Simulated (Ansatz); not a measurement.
# B₂H (quartet): one geometry, many settings at distance B1–H3 = 1.907 Å

Aim: run B₂H (quartet) at one geometry under a spread of methods and options, and see what each costs and gives.

The runs use Ansatz 0.2.0, Gaussian basis; the settings change from run to run.

24 further runs of the same task are left out: 2 for a known fault of the program, 17 that didn't finish, 5 set aside as unsound or not needed.

**1. The geometry**

The geometry derives from a PBE0/def2-TZVP stationary point (not a proven minimum). One bond is set to the value named and the two fragments are kept rigid.

3 atoms, charge 0, spin multiplicity 4.

Atoms are counted from 1 here; the program's logs count them from 0.

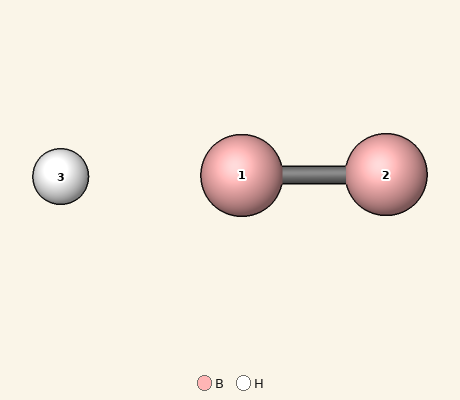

The structure; boron pink, hydrogen white; atoms are numbered from 1 in the order of the file.

As a file:

```
B     0.00000    0.00000   -0.12886
B     0.00000    0.00000   -1.64928
H     0.00000    0.00000    1.77814
```

**2. CASSCF(11,8)/STO-3G**

File in.yaml:

```yaml
crystal:
  periodic: [false, false, false]
  atoms:
    - {symbol: B, position_ang: [0.000000, 0.000000, -0.128858]}
    - {symbol: B, position_ang: [0.000000, 0.000000, -1.649285]}
    - {symbol: H, position_ang: [0.000000, 0.000000, 1.778142]}
basis:
  gaussian: {orbitals: STO-3G}
magnetization: {spin_polarized: false, initial_magnetization: 3}
correlation: {active_space: {window: {electrons: 11, orbitals: 8}, states: [{multiplicity: 4, weights: [0.5, 1, 1]}]}}
```

Launch:

```sh
> ansatz run in.yaml --threads 1 --pin off --events-out ev --progress --plain --max-ram 2393MiB
```

Log:

```text
Functional definition: HF
  name "HF"
  cite "Fock, Z. Phys. 61, 126 (1930) doi:10.1007/BF01340294"
  parent pbe
  exchange = exact_x
  correlation = 0
167 factors; integrals over basis functions are off by at most 5.0e-8 eV
mean field evaluation 1: about -1329.5376 eV, gradient 7.2e0 eV
mean field evaluation 2: about -1329.5486 eV, gradient 7.1e0 eV
mean field evaluation 4: about -1331.6336 eV, gradient 2.9e0 eV
mean field evaluation 8: about -1331.8103 eV, gradient 5.9e-1 eV
mean field evaluation 16: about -1323.1044 eV, gradient 1.1e1 eV
mean field evaluation 32: about -1331.8609 eV, gradient 1.8e-2 eV
mean field -1331.81537966 eV, -48.9433124657 hartree, gradient 3.4e-6 eV, S^2 3.750000; 5 other end points of the search recorded, 0 dependent functions left out
reference -1331.81537966 eV, -48.9433124657 hartree; 7, 4 occupied and 4, 7 virtual orbitals, 167 factors
state -1333.20303795 eV, -48.9943079670 hartree
state -1329.38994404 eV, -48.8541793505 hartree
state -1328.90174765 eV, -48.8362384642 hartree
Total energy: -1329.95728426 eV, -48.8750287193 hartree
```

Wall time 1.8 s (1 thread of Intel Xeon at 2.50GHz, shared host).

From the report: 560 determinants; active occupations (of the averaged states) 2.00, 2.00, 2.00, 1.54, 1.03, 1.00, 0.72, 0.71.

**3. HF/6-31G***

File in.yaml:

```yaml
crystal:
  periodic: [false, false, false]
  atoms:
    - {symbol: B, position_ang: [0.000000, 0.000000, -0.128858]}
    - {symbol: B, position_ang: [0.000000, 0.000000, -1.649285]}
    - {symbol: H, position_ang: [0.000000, 0.000000, 1.778142]}
basis:
  gaussian: {orbitals: "6-31G*"}
magnetization: {spin_polarized: true, initial_magnetization: 3}
hamiltonian: {xc: hf}
output: {orbitals: {seedname: orbitals}}
```

The command is unchanged.

Log:

```text
Functional definition: HF
  name "HF"
  cite "Fock, Z. Phys. 61, 126 (1930) doi:10.1007/BF01340294"
  parent pbe
  exchange = exact_x
  correlation = 0
312 factors; integrals over basis functions are off by at most 1.4e-3 eV
mean field evaluation 1: about -1350.0240 eV, gradient 7.6e0 eV
mean field evaluation 2: about -1350.0292 eV, gradient 7.6e0 eV
mean field evaluation 4: about -1351.7523 eV, gradient 2.1e0 eV
mean field evaluation 8: about -1351.9187 eV, gradient 2.8e-1 eV
mean field evaluation 16: about -1352.1987 eV, gradient 3.4e-2 eV
mean field -1352.19871195 eV, -49.6923861108 hartree, gradient 1.7e-5 eV, S^2 4.107398; 0 other end points of the search recorded, 0 dependent functions left out
reference -1352.19871195 eV, -49.6923861108 hartree; 7, 4 occupied and 25, 28 virtual orbitals, 312 factors
Total energy: -1352.19871195 eV, -49.6923861108 hartree
```

It took 0.4 s on 1 thread of Intel Xeon at 2.50GHz, shared host.

From the report: ⟨S²⟩ of the determinant 4.107 (pure quartet: 3.75).

**4. BCCD/6-31G**

Edit in.yaml of step 3 so:

```diff
@@ -7,5 +7,6 @@
 basis:
-  gaussian: {orbitals: "6-31G*"}
+  gaussian: {orbitals: 6-31G}
 magnetization: {spin_polarized: true, initial_magnetization: 3}
-hamiltonian: {xc: hf}
-output: {orbitals: {seedname: orbitals}}
+hamiltonian: {xc: {name: r2SCAN}}
+correlation: {method: bccd, electrons: outside_noble_gas}
+output: {forces: true}
```

The command is unchanged.

Log, shortened:

```text
Functional definition: r2SCAN
  name "r2SCAN"
  cite "Furness, Kaplan, Ning, Perdew & Sun, J. Phys. Chem. Lett. 11, 8208 (2020) doi:10.1021/acs.jpclett.0c02405"
  cite "Furness, Kaplan, Ning, Perdew & Sun, J. Phys. Chem. Lett. 11, 9248 (2020) doi:10.1021/acs.jpclett.0c03077"
  parent r2scan
[...]
284 factors; integrals over basis functions are off by at most 1.9e-4 eV
[...]
mean field -1359.55979358 eV, -49.9629008713 hartree, gradient 1.8e-6 eV, S^2 3.800137; 2 other end points of the search recorded, 0 dependent functions left out
2 core orbitals not correlated: weight in the atoms' cores, before any rotation towards them, 1.000 or more for the frozen orbitals, at most 0.000 for the correlated occupied ones
reference -1351.54644256 eV, -49.6684156529 hartree; 5, 2 occupied and 13, 16 virtual orbitals, 284 factors
second order -2.17011614 eV of doubles, -0.13956696 eV of singles
cycle   1  -2.69234179 eV  change   -3.8e-1 eV  update   7.1e-2
[...]
cycle  16  -3.01234316 eV  change    3.7e-7 eV  update   5.5e-7
[...]
Total energy: -1354.55878572 eV, -49.7791172224 hartree
Atom 0 at     0.000000     0.000000    -0.128858 Å, force    -0.000000     0.000000     4.519598 eV/Å
Atom 1 at     0.000000     0.000000    -1.649285 Å, force    -0.000000     0.000000    -1.107393 eV/Å
Atom 2 at     0.000000     0.000000     1.778142 Å, force    -0.000000    -0.000000    -3.412206 eV/Å
Dipole moment:     0.000000    -0.000000    -0.011215 e Å
```

Wall time 2.9 s (1 thread of Intel Xeon at 2.50GHz, shared host).

From the report: ⟨S²⟩ of the determinant 3.800 (pure quartet: 3.75); correlation -3.0123 eV; largest double amplitude 0.13.

**5. HF/6-31G**

Edit in.yaml of step 4 so:

```diff
@@ -9,4 +9,4 @@
 magnetization: {spin_polarized: true, initial_magnetization: 3}
-hamiltonian: {xc: {name: r2SCAN}}
-correlation: {method: bccd, electrons: outside_noble_gas}
-output: {forces: true}
+hamiltonian: {xc: hf, pseudopotentials: {relativity: none}}
+accuracy: high
+output: {orbitals: {seedname: orbitals}}
```

Launched as before.

Log:

```text
Functional definition: HF
  name "HF"
  cite "Fock, Z. Phys. 61, 126 (1930) doi:10.1007/BF01340294"
  parent pbe
  exchange = exact_x
  correlation = 0
457 factors; integrals over basis functions are off by at most 3.0e-9 eV
mean field evaluation 1: about -1349.6374 eV, gradient 7.5e0 eV
mean field evaluation 2: about -1349.6458 eV, gradient 7.5e0 eV
mean field evaluation 4: about -1351.4373 eV, gradient 2.2e0 eV
mean field evaluation 8: about -1351.6217 eV, gradient 4.5e-1 eV
mean field evaluation 16: about -1351.9547 eV, gradient 8.5e-9 eV
mean field -1351.95467639 eV, -49.6834179696 hartree, gradient 1.5e-8 eV, S^2 4.128591; 0 other end points of the search recorded, 0 dependent functions left out
reference -1351.95467639 eV, -49.6834179696 hartree; 7, 4 occupied and 13, 16 virtual orbitals, 457 factors
Total energy: -1351.95467639 eV, -49.6834179696 hartree
```

Run time: 0.27 s. Hardware: 1 thread of Intel Xeon at 2.50GHz, shared host.

From the report: ⟨S²⟩ of the determinant 4.129 (pure quartet: 3.75).

**6. CCSD/6-31G**

File in.yaml:

```yaml
crystal:
  periodic: [false, false, false]
  atoms:
    - {symbol: B, position_ang: [0.000000, 0.000000, -0.128858]}
    - {symbol: B, position_ang: [0.000000, 0.000000, -1.649285]}
    - {symbol: H, position_ang: [0.000000, 0.000000, 1.778142]}
basis:
  gaussian: {orbitals: 6-31G, fitting: {mean_field: def2-universal-jkfit}, point_charges: [{charge: 1.00, position_ang: [4.931, -0.819, -0.118]}]}
magnetization: {spin_polarized: true, initial_magnetization: 3}
hamiltonian: {xc: {name: r2SCAN}}
correlation: {method: ccsd, electrons: all}
output: {forces: true}
```

The command is unchanged.

Log, shortened:

```text
Functional definition: r2SCAN
  name "r2SCAN"
  cite "Furness, Kaplan, Ning, Perdew & Sun, J. Phys. Chem. Lett. 11, 8208 (2020) doi:10.1021/acs.jpclett.0c02405"
  cite "Furness, Kaplan, Ning, Perdew & Sun, J. Phys. Chem. Lett. 11, 9248 (2020) doi:10.1021/acs.jpclett.0c03077"
  parent r2scan
[...]
168 factors; integrals over basis functions are off by at most 1.3e-1 eV
[...]
mean field -1359.58895132 eV, -49.9639723987 hartree, gradient 2.5e-6 eV, S^2 3.798879; 2 other end points of the search recorded, 0 dependent functions left out
reference -1351.56581039 eV, -49.6691274077 hartree; 7, 4 occupied and 13, 16 virtual orbitals, 168 factors
second order -2.23482115 eV of doubles, -0.16140761 eV of singles
cycle   1  -2.78038473 eV  change   -3.9e-1 eV  update   6.9e-2
[...]
cycle  17  -3.09326633 eV  change    1.0e-7 eV  update   3.8e-7
[...]
Total energy: -1354.65907672 eV, -49.7828028485 hartree
Atom 0 at     0.000000     0.000000    -0.128858 Å, force    -0.007040     0.001169     4.543078 eV/Å
Atom 1 at     0.000000     0.000000    -1.649285 Å, force     0.008368    -0.001390    -1.132749 eV/Å
Atom 2 at     0.000000     0.000000     1.778142 Å, force     0.014753    -0.002450    -3.413419 eV/Å
Dipole moment:    -0.076918     0.012775    -0.023404 e Å
```

Wall time 4.3 s (1 thread of Intel Xeon at 2.50GHz, shared host).

From the report: ⟨S²⟩ of the determinant 3.799 (pure quartet: 3.75); correlation -3.0933 eV; T1 0.015; largest double amplitude 0.13. The orbitals are Kohn-Sham ones, so correlation energy and T1 don't compare with those on Hartree-Fock orbitals.

**7. CCSD on ROHF/def2-mTZVP**

File in.yaml:

```yaml
crystal:
  periodic: [false, false, false]
  atoms:
    - {symbol: B, position_ang: [0.000000, 0.000000, -0.128858]}
    - {symbol: B, position_ang: [0.000000, 0.000000, -1.649285]}
    - {symbol: H, position_ang: [0.000000, 0.000000, 1.778142]}
basis:
  gaussian: {orbitals: def2-mTZVP}
magnetization: {spin_polarized: false, initial_magnetization: 3}
correlation: {method: ccsd, electrons: valence}
accuracy: high
output: {forces: true}
```

Same command.

Log, shortened:

```text
Functional definition: HF
  name "HF"
  cite "Fock, Z. Phys. 61, 126 (1930) doi:10.1007/BF01340294"
  parent pbe
[...]
759 factors; integrals over basis functions are off by at most 3.5e-9 eV
[...]
mean field -1352.28817041 eV, -49.6956736489 hartree, gradient 3.7e-8 eV, S^2 3.750000; 1 other end points of the search recorded, 0 dependent functions left out
[...]
determinant -1352.28817041 eV, -49.6956736489 hartree, with singles and doubles -1356.10475422 eV, -49.8359305169 hartree
determinant -1348.92845551 eV, -49.5722064036 hartree, with singles and doubles -1352.44339539 eV, -49.7013780615 hartree
2 core orbitals not correlated: weight in the atoms' cores, before any rotation towards them, 1.000 or more for the frozen orbitals, at most 0.000 for the correlated occupied ones
reference -1352.28817041 eV, -49.6956736489 hartree; 5, 2 occupied and 34, 37 virtual orbitals, 759 factors
second order -2.92699567 eV of doubles, -0.02630446 eV of singles
cycle   1  -3.79738521 eV  change   -1.2e-1 eV  update   2.0e-2
[...]
cycle  27  -3.81720465 eV  change  -2.6e-12 eV  update  2.5e-10
[...]
Total energy: -1356.10537506 eV, -49.8359533324 hartree
Atom 0 at     0.000000     0.000000    -0.128858 Å, force    -0.000000    -0.000000     3.488719 eV/Å
Atom 1 at     0.000000     0.000000    -1.649285 Å, force     0.000000     0.000000     0.058764 eV/Å
Atom 2 at     0.000000     0.000000     1.778142 Å, force     0.000000     0.000000    -3.547483 eV/Å
Dipole moment:    -0.000000    -0.000000     0.026183 e Å
```

Run time: 7.5 s. Hardware: 1 thread of Intel Xeon at 2.50GHz, shared host.

From the report: correlation -3.8172 eV; T1 0.032; largest double amplitude 0.12.

**8. The runs in one table**

Where basis and cores are those of an earlier FCI/6-31G run (-1354.7231 eV), and the state is the same kind, the miss against it is given.

```
                                                 level         correlated  functions  energy (eV)  from FCI (meV)    time
          CASSCF(11,8)/STO-3G (mean of several states)                            11   -1329.9573                   1.8 s
                                             HF/6-31G*                            32   -1352.1987                   0.4 s
                       BCCD/6-31G (on r2SCAN orbitals)  outside noble gas         20   -1354.5588           164.3   2.9 s
                                              HF/6-31G                            20   -1351.9547                  0.27 s
CCSD/6-31G (beside a point charge, on r2SCAN orbitals)                all         20   -1354.6591                   4.3 s
                               CCSD on ROHF/def2-mTZVP            valence         41   -1356.1054                   7.5 s
```

**9. Outcome**

```
quantity                           value
    runs                               6
quickest                HF/6-31G, 0.27 s
 slowest  CCSD on ROHF/def2-mTZVP, 7.5 s
```

In words: Total energies in different bases, with other cores or another treatment of relativity can't be set against each other. CCSD on ROHF/def2-mTZVP took 28 times as long as HF/6-31G; the jobs differ in more than the method. Cores frozen from Kohn-Sham orbitals shift the total energy.
